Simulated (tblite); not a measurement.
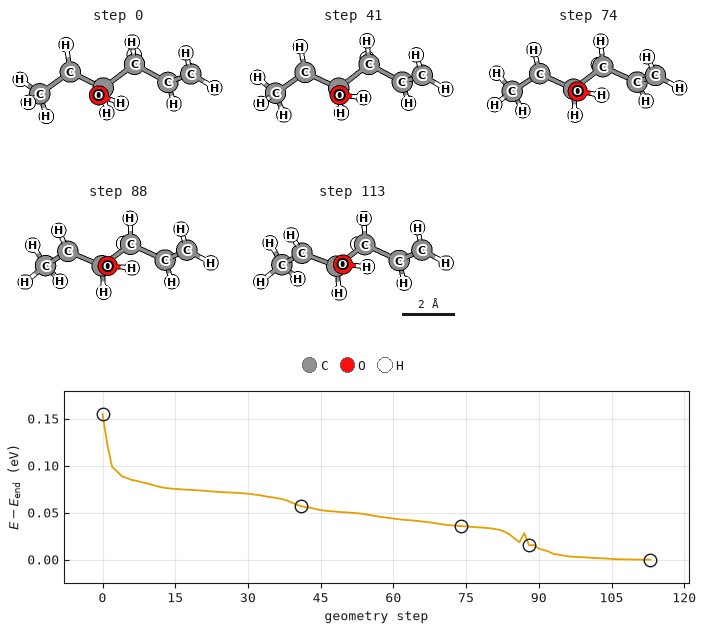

Frames of a relaxation of C₆H₁₁O (multiplicity 2), marked on the history of the run. A ball-and-stick model, seen at a tilt.

All numbers below come from GFN2-xTB geometry optimisation, gas phase (tblite 0.8.0). 

### What happens along the run?

After 113 geometry steps the energy has fallen by 0.155 eV. The largest move after the best rigid fit is that of an H atom, 1.28 Å. Largest moves by element: H 1.28 Å, C 0.65 Å, O 0.62 Å. Near-neighbour distances that change, for instance: C–O 1.441 → 1.408 Å, C–C 1.355 → 1.324 Å, C–C 1.541 → 1.572 Å, C–H 1.095 → 1.074 Å. Bond angles that change, for instance: C–C–H 110.9° → 106.7°, C–C–H 107.6° → 111.0°, O–C–C 105.9° → 109.3°. Groups turn about C–C by about 65°, C–C by about 20°. From step 0 to 41: an H atom moves most (0.36 Å), energy −0.098 eV. From step 41 to 74: an H atom moves most (0.37 Å), energy −0.021 eV. From step 74 to 88: H atoms move most (0.41 Å), energy −0.020 eV. From step 88 to 113: an H atom moves most (0.23 Å), energy −0.015 eV.

```json
{"step": "0", "E − E(0), eV": "0.0000"}
{"step": "1", "E − E(0), eV": "-0.0327"}
{"step": "2", "E − E(0), eV": "-0.0566"}
{"step": "3", "E − E(0), eV": "-0.0609"}
{"step": "4", "E − E(0), eV": "-0.0663"}
{"step": "5", "E − E(0), eV": "-0.0680"}
{"step": "6", "E − E(0), eV": "-0.0701"}
{"step": "7", "E − E(0), eV": "-0.0711"}
{"step": "8", "E − E(0), eV": "-0.0724"}
{"step": "9", "E − E(0), eV": "-0.0736"}
{"step": "10", "E − E(0), eV": "-0.0750"}
{"step": "15", "E − E(0), eV": "-0.0797"}
{"step": "21", "E − E(0), eV": "-0.0817"}
{"step": "26", "E − E(0), eV": "-0.0835"}
{"step": "32", "E − E(0), eV": "-0.0861"}
{"step": "37", "E − E(0), eV": "-0.0904"}
{"step": "43", "E − E(0), eV": "-0.0997"}
{"step": "48", "E − E(0), eV": "-0.1038"}
{"step": "53", "E − E(0), eV": "-0.1059"}
{"step": "59", "E − E(0), eV": "-0.1105"}
{"step": "64", "E − E(0), eV": "-0.1133"}
{"step": "70", "E − E(0), eV": "-0.1173"}
{"step": "75", "E − E(0), eV": "-0.1196"}
{"step": "80", "E − E(0), eV": "-0.1216"}
{"step": "86", "E − E(0), eV": "-0.1364"}
{"step": "91", "E − E(0), eV": "-0.1447"}
{"step": "97", "E − E(0), eV": "-0.1519"}
{"step": "102", "E − E(0), eV": "-0.1533"}
{"step": "108", "E − E(0), eV": "-0.1547"}
{"step": "113", "E − E(0), eV": "-0.1550"}
```
